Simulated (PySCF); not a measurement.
# C5H11ClO2Si: what the fields show

Input

```
{"job": {"kind": "nmr", "xc": "PBE0", "basis": "pcSseg-1"}, "charge": 0, "multiplicity": 1}
C      2.650366     0.950620     0.253181
C      1.817030    -0.321288     0.156456
C      0.356955    -0.064848     0.522395
C     -0.463302    -1.359642     0.532849
O     -1.801844    -1.160337     0.902422
C     -2.591491    -0.564171    -0.127888
Si    -1.778372     1.103567    -0.580166
Cl    -2.009399     1.628168    -2.495426
O     -0.190132     0.840444    -0.415536
H      2.667571     1.318185     1.276609
H      2.225744     1.720656    -0.384996
H      3.671528     0.757698    -0.064778
H      1.852220    -0.705164    -0.864646
H      2.216044    -1.084984     0.826096
H      0.291453     0.397219     1.516416
H     -0.407888    -1.820896    -0.464736
H     -0.048062    -2.048409     1.272013
H     -3.589823    -0.478566     0.298314
H     -2.650554    -1.257955    -0.979669
H     -2.223192     2.160384     0.322909
```

Command:

```sh
OMP_NUM_THREADS=1 python probes_run.py task.json out
```

Geometry: GFN2-xTB.

Method: PBE0/pcSseg-1, SCF density, gas phase, non-relativistic in PySCF.

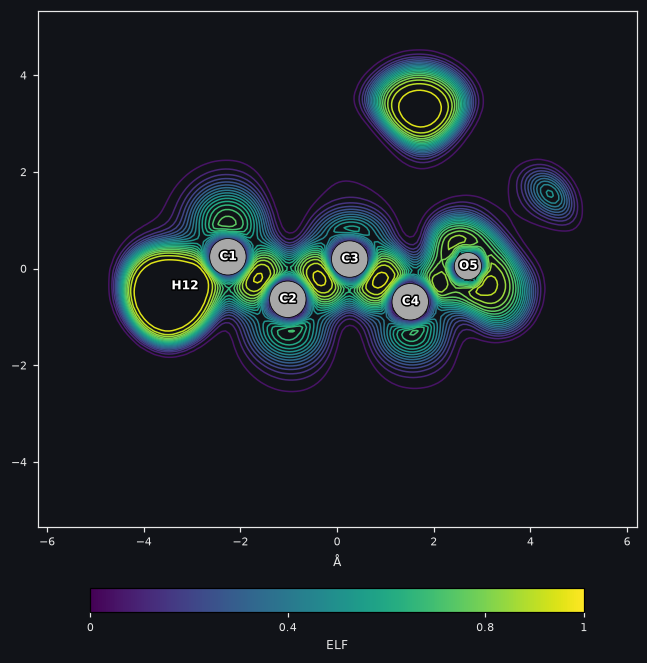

Figure 1. ELF on the plane of atoms C2, C3 and C4. Grey discs cover the atomic cores.

Interpret the plot.

Answer. Atoms in the plane: C, O and H.
C–O (1.40 Å): the ELF peaks at about 0.90 between the atoms (a polar covalent bond).
C–C (1.52 Å): the ELF peaks at about 0.95 between the atoms, as expected for localised, covalent bonding.
C–H (1.09 Å): the ELF climbs to about 1 towards the hydrogen, as it does in any bond to H (an ordinary covalent bond to hydrogen).
The ELF also peaks beside O5, away from the bonds: lone-pair regions.

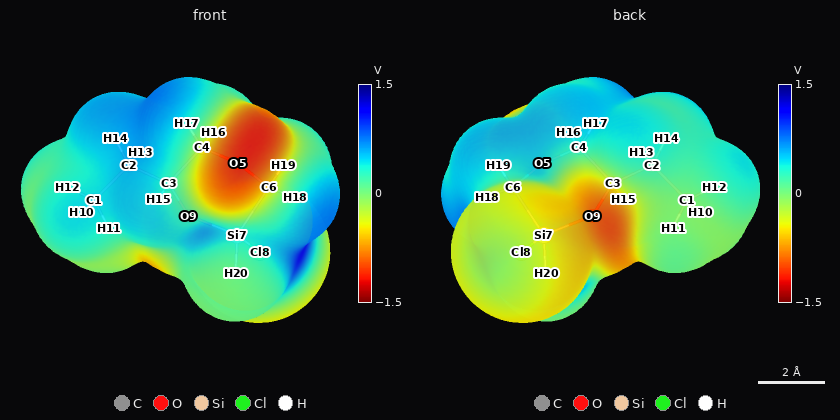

Figure 2. The electrostatic potential painted on the density surface at 0.001 e/bohr³, seen from the front and from behind; red is negative and blue positive.

Describe the electrostatic potential map.

Answer. The most negative region (about −1.1 V, or −25 kcal/mol for a unit charge) lies over O5, the most positive (about +1.0 V, or +23 kcal/mol for a unit charge) over Si7. O5 is the likeliest acceptor of a hydrogen bond.
